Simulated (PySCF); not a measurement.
# Run report: CH₆AlClFN, core-level calculation

CH₆AlClFN, computed with delta-SCF UKS HF, pcX-2 on the ionised atom, pcseg-1 elsewhere, spin-free X2C (PySCF 2.14.0).

Figures and captions count atoms from 1; the log counts them from 0 in places.

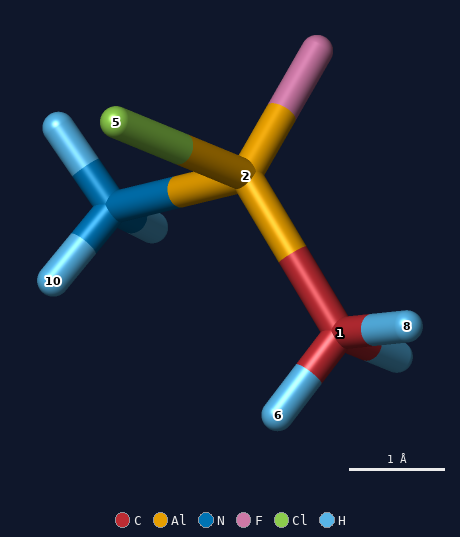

**Figure 1.** The structure (stick view, seen at a tilt; atoms are numbered from 1 in the order of the input). Sticks mark near contacts. Bond lengths as drawn: Al–C 1.95 Å, Al–Cl 2.14 Å, Al–F 1.68 Å, Al–N 2.04 Å, C–H 1.10 Å and H–N 1.02 Å.

Summary:

- outcome: converged
- hardware: 1 CPU thread, shared host
- wall time: 24 s
- peak memory: 0.56 GiB

Input:
```
{"job": {"kind": "xps", "xc": "HF"}, "charge": 0, "multiplicity": 1}
C      1.683420     0.058520    -0.137029
Al    -0.129702     0.746336    -0.297523
N     -1.368862    -0.758678     0.292457
F     -0.783676     0.963718    -1.834080
Cl    -0.791745     2.200334     1.125488
H      1.902555    -0.320865     0.875298
H      1.891660    -0.752316    -0.855056
H      2.416834     0.857426    -0.336574
H     -2.331305    -0.415032     0.265883
H     -1.182772    -1.058430     1.250729
H     -1.316101    -1.580374    -0.311818
```

The first line tells a small driver script what to run in PySCF; the rest is the geometry in Å.

Run as:
```bash
OMP_NUM_THREADS=1 python <driver script> task.json out
```

What the program printed:
```
ground state, core basis on atom 0 (C), 139 functions
  cycle   1  E = -898.49111656  |g| = 5.87e-01
  cycle   2  E = -898.56129720  |g| = 3.42e-01
  cycle   3  E = -898.58085905  |g| = 5.24e-02
  cycle   4  E = -898.58181904  |g| = 1.15e-02
  cycle   5  E = -898.58187092  |g| = 3.11e-03
  cycle   6  E = -898.58187557  |g| = 9.88e-04
  cycle   7  E = -898.58187608  |g| = 3.00e-04
  E(ground) = -898.58187608 Eh
hole in C 1s of atom 0
  cycle   1  E = -887.38810257  |g| = 1.49e+00
  cycle   2  E = -887.75535182  |g| = 7.48e-01
  cycle   3  E = -887.93808307  |g| = 9.40e-02
[... 6 cycles left out ...]
  E(ion) = -887.94270555 Eh   <S^2> = 0.7833   hole on atom = 1.000   binding energy = 289.507 eV
ground state, core basis on atom 1 (Al), 150 functions
[... 5 cycles left out ...]
  E(ground) = -898.63761689 Eh
hole in Al 1s of atom 1
[... 8 cycles left out ...]
  E(ion) = -841.02343575 Eh   <S^2> = 0.7535   hole on atom = 1.000   binding energy = 1567.762 eV
hole in Al 2p of atom 1
[... 8 cycles left out ...]
  E(ion) = -895.70098891 Eh   <S^2> = 0.7560   hole on atom = 1.003   binding energy = 79.910 eV
  2p3/2 = 79.806 eV   2p1/2 = 80.209 eV
ground state, core basis on atom 2 (N), 139 functions
[... 4 cycles left out ...]
  E(ground) = -898.59339906 Eh
hole in N 1s of atom 2
[... 9 cycles left out ...]
  E(ion) = -883.59352696 Eh   <S^2> = 0.7751   hole on atom = 1.000   binding energy = 408.167 eV
ground state, core basis on atom 3 (F), 139 functions
[... 5 cycles left out ...]
  E(ground) = -898.63480887 Eh
hole in F 1s of atom 3
[... 7 cycles left out ...]
  E(ion) = -873.27822671 Eh   <S^2> = 0.7605   hole on atom = 1.000   binding energy = 689.988 eV
ground state, core basis on atom 4 (Cl), 150 functions
[... 5 cycles left out ...]
  E(ground) = -898.76505202 Eh
hole in Cl 1s of atom 4
[... 6 cycles left out ...]
  cycle   7  E = -794.81668247  |g| = 5.04e-04
  cycle   8  E = -794.81668274  |g| = 1.55e-04
  E(ion) = -794.81668274 Eh   <S^2> = 0.7526   hole on atom = 1.000   binding energy = 2828.579 eV
hole in Cl 2p of atom 4
  cycle   1  E = -890.78358526  |g| = 1.63e+00
  cycle   2  E = -891.18804507  |g| = 5.46e-01
  cycle   3  E = -891.22869197  |g| = 2.82e-02
  cycle   4  E = -891.22908057  |g| = 9.60e-03
  cycle   5  E = -891.22914405  |g| = 4.66e-03
  cycle   6  E = -891.22916198  |g| = 1.68e-03
  cycle   7  E = -891.22916527  |g| = 5.13e-04
  cycle   8  E = -891.22916558  |g| = 2.14e-04
  E(ion) = -891.22916558 Eh   <S^2> = 0.7566   hole on atom = 1.001   binding energy = 205.062 eV
  2p3/2 = 204.516 eV   2p1/2 = 206.122 eV
```

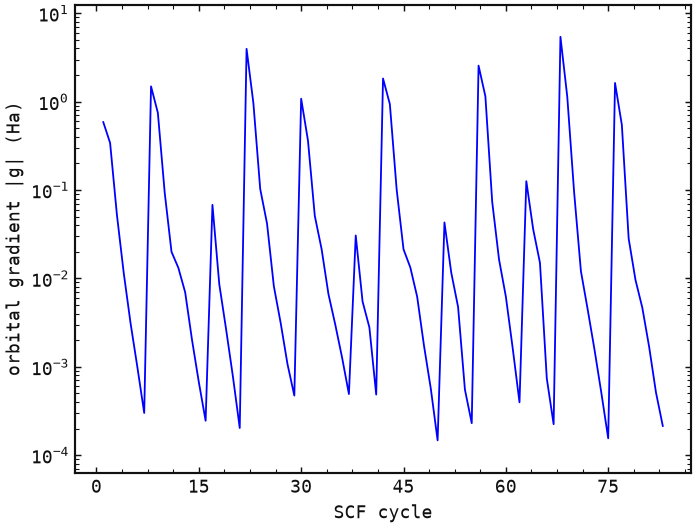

**Figure 2.** Convergence of the self-consistent field: orbital gradient |g| against the SCF cycle. All cycles printed in the log are drawn one after another.
